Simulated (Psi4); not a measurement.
**C2H2FSi (SMILES C#C[SiH]F) at UBLYP/def2-SVPD**

What is the vertical doublet–quartet gap of C2H2FSi at UBLYP/def2-SVPD? 

The results are computed with Psi4 1.11.

2 further runs of the same task are left out: 2 set aside as unsound or not needed.

### Step 1. The molecule

C2H2FSi has 6 atoms, charge 0, and is taken as a doublet. SMILES: `C#C[SiH]F`. The shape is that of a PBE0-D4/def2-TZVP optimisation.

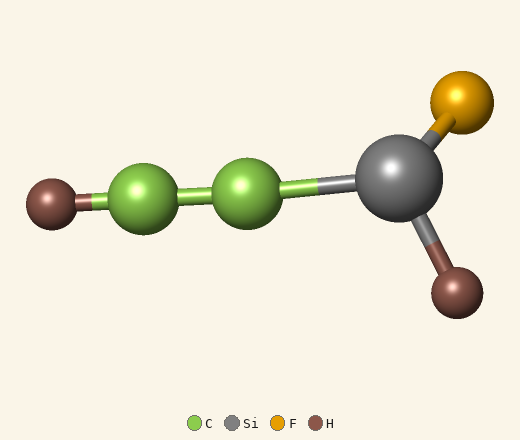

Viewed from a chosen angle; carbon green, silicon grey, fluorine amber, hydrogen brown.

### Step 2. A single-point energy at UBLYP/def2-SVPD

Input file job.py:

```python
import psi4

psi4.set_memory('1600 MB')
psi4.set_num_threads(1)
psi4.set_output_file('run.log', False)

m = psi4.geometry("""
0 2
C      0.118100    -0.680000    -1.605700
C      0.120400    -0.213700    -0.490100
Si     0.338300     0.466700     1.168800
F     -0.478000    -0.412300     2.226800
H      0.100300    -1.089200    -2.590300
H     -0.157100     1.864400     1.244300
symmetry c1
no_reorient
no_com
""")

psi4.set_options({
    'reference': 'uks',
    'puream': True,
    'e_convergence': 1e-09,
    'd_convergence': 1e-08,
    'scf_type': 'pk',
    'dft_radial_points': 99,
    'dft_spherical_points': 590,
    'maxiter': 200,
})

result, w = psi4.energy("blyp/def2-SVPD", molecule=m, return_wfn=True)
psi4.oeprop(w, "WIBERG_LOWDIN_INDICES", "MAYER_INDICES", "MULLIKEN_CHARGES", title="BLYP")
print(f'blyp/def2-SVPD energy: {result:.10f} Eh')
```

On the command line:

```
$ python job.py
```

run.log:

```text
[...]
  Running in c1 symmetry.
[...]
  Nuclear repulsion =  130.576000701221858
[...]
  Multiplicity = 2
[...]
  Nalpha       = 19
  Nbeta        = 18
[...]
    Number of basis functions: 103
[...]
   @UKS iter   1:  -466.01648264277571   -9.83658e-02   8.18934e-03 ADIIS/DIIS
[...]
   @UKS iter  15:  -466.43901173621543   -2.67164e-12   9.46562e-09 DIIS
[...]
   @S^2 Observed:                7.522568358E-01
[...]
    Orbital Energies [Eh]
    ---------------------
    Alpha Occupied:
       1A    -65.536431     2A    -24.306862     3A     -9.953215
       4A     -9.930814     5A     -5.116952     6A     -3.541628
       7A     -3.540247     8A     -3.537098     9A     -1.074992
      10A     -0.682921    11A     -0.532076    12A     -0.485132
      13A     -0.423642    14A     -0.402097    15A     -0.390736
      16A     -0.334858    17A     -0.281920    18A     -0.274186
      19A     -0.188127
    Alpha Virtual:
      20A     -0.062450    21A     -0.033584    22A      0.009985
      23A      0.024437    24A      0.030600    25A      0.033744
[...]
  @UKS Final Energy:  -466.43901173621543
   => Energetics <=
    Nuclear Repulsion Energy =            130.5760007012218580
    One-Electron Energy =                -902.5355601326668875
    Two-Electron Energy =                 348.3588160319591225
    DFT Exchange-Correlation Energy =     -42.8382683367294490
    Empirical Dispersion Energy =           0.0000000000000000
    VV10 Nonlocal Energy =                  0.0000000000000000
    Total Energy =                       -466.4390117362154342
[...]
 Multipole Moments:
 ------------------------------------------------------------------------------------
     Multipole            Electronic (a.u.)      Nuclear  (a.u.)        Total (a.u.)
 ------------------------------------------------------------------------------------
 L = 1.  Multiply by 2.5417464519 to convert [e a0] to [Debye]
 Dipole X            :         -3.1932498            3.4173807            0.2241309
 Dipole Y            :          3.4746628           -3.3332879            0.1413749
 Dipole Z            :        -43.0860527           42.4878463           -0.5982064
 Magnitude           :                                                    0.6542724
[...]
  Mulliken Charges: (a.u.)
   Center  Symbol    Alpha    Beta     Spin     Total
       1     C     3.37747  3.21532  0.16215 -0.59278
       2     C     2.44364  2.48582 -0.04218  1.07054
       3    SI     7.28521  6.49242  0.79279  0.22236
       4     F     4.79426  4.76260  0.03166 -0.55685
       5     H     0.62536  0.62812 -0.00276 -0.25348
       6     H     0.47406  0.41572  0.05834  0.11021
   Total alpha = 19.00000, Total beta = 18.00000, Total charge =  0.00000
  Mayer Bond Indices:
[...]
```

On the terminal:

```text
blyp/def2-SVPD energy: -466.4390117362 Eh
```

Run time: 34 s. Hardware: 1 thread of AMD EPYC 7R43 (Zen 3), shared host; peak memory 0.65 GiB.

### Step 3. The quartet at the same level

Input file job.in:

```
memory 1.6 GB

molecule {
  0 4
  C      0.118100    -0.680000    -1.605700
  C      0.120400    -0.213700    -0.490100
  Si     0.338300     0.466700     1.168800
  F     -0.478000    -0.412300     2.226800
  H      0.100300    -1.089200    -2.590300
  H     -0.157100     1.864400     1.244300
  symmetry c1
}

set globals {
  reference            uks
  puream               true
  e_convergence        1e-09
  d_convergence        1e-08
  scf_type             pk
  dft_radial_points    99
  dft_spherical_points 590
  maxiter              200
}

result, w = energy("blyp/def2-SVPD", return_wfn=True)
print_variables()
```

On the command line:

```
$ psi4 job.in job.out -n 1
```

job.out:

```text
[...]
  Running in c1 symmetry.
[...]
  Nuclear repulsion =  130.576000701221830
[...]
  Multiplicity = 4
[...]
  Nalpha       = 20
  Nbeta        = 17
[...]
    Number of basis functions: 103
[...]
   @UKS iter   1:  -465.39309471881376    5.25021e-01   1.05466e-02 ADIIS/DIIS
[...]
   @UKS iter  18:  -466.25145063016822    1.70530e-13   9.28246e-09 DIIS
[...]
   @S^2 Observed:                3.755635464E+00
[...]
    Orbital Energies [Eh]
    ---------------------
    Alpha Occupied:
       1A    -65.525811     2A    -24.296231     3A     -9.978698
       4A     -9.973656     5A     -5.105202     6A     -3.529930
       7A     -3.528494     8A     -3.525605     9A     -1.065321
      10A     -0.743835    11A     -0.541845    12A     -0.496684
      13A     -0.426404    14A     -0.396384    15A     -0.383464
      16A     -0.343756    17A     -0.332195    18A     -0.314752
      19A     -0.186724    20A     -0.101058
    Alpha Virtual:
      21A     -0.050920    22A      0.005276    23A      0.013631
      24A      0.021095    25A      0.032811    26A      0.066626
[...]
  @UKS Final Energy:  -466.25145063016822
   => Energetics <=
    Nuclear Repulsion Energy =            130.5760007012218296
    One-Electron Energy =                -902.1930263917276989
    Two-Electron Energy =                 348.2301354741031787
    DFT Exchange-Correlation Energy =     -42.8645604137655241
    Empirical Dispersion Energy =           0.0000000000000000
    VV10 Nonlocal Energy =                  0.0000000000000000
    Total Energy =                       -466.2514506301682218
[...]
 Multipole Moments:
 ------------------------------------------------------------------------------------
     Multipole            Electronic (a.u.)      Nuclear  (a.u.)        Total (a.u.)
 ------------------------------------------------------------------------------------
 L = 1.  Multiply by 2.5417464519 to convert [e a0] to [Debye]
 Dipole X            :         -0.1665640            0.3634083            0.1968443
 Dipole Y            :         -1.1667270            1.1874886            0.0207615
 Dipole Z            :          3.0665707           -3.9704923           -0.9039216
 Magnitude           :                                                    0.9253394
[...]
```

Wall time 40 s (1 thread of AMD EPYC 7R43 (Zen 3), shared host); peak memory 0.65 GiB.

### Step 4. Summary of results

Level: UBLYP/def2-SVPD.

| quantity | value |
| --- | --- |
| doublet: total energy | -466.43901 Eh |
| doublet: dipole moment | 1.66 D |
| doublet: HOMO energy (highest over α and β) | -5.12 eV |
| doublet: LUMO energy (lowest over α and β) | -3.70 eV |
| doublet: ⟨S²⟩ | 0.752 |
| quartet: total energy | -466.25145 Eh |
| quartet: dipole moment | 2.35 D |
| quartet: HOMO energy (highest over α and β) | -2.75 eV |
| quartet: ⟨S²⟩ | 3.756 |
| vertical energy of the quartet above the doublet | 5.104 eV |

In words: At this shape the quartet lies 5.10 eV (492 kJ/mol) above the doublet. Mulliken charges (doublet) run from -0.59 on C1 to +1.07 on C2; in a basis this large or diffuse they mean little.
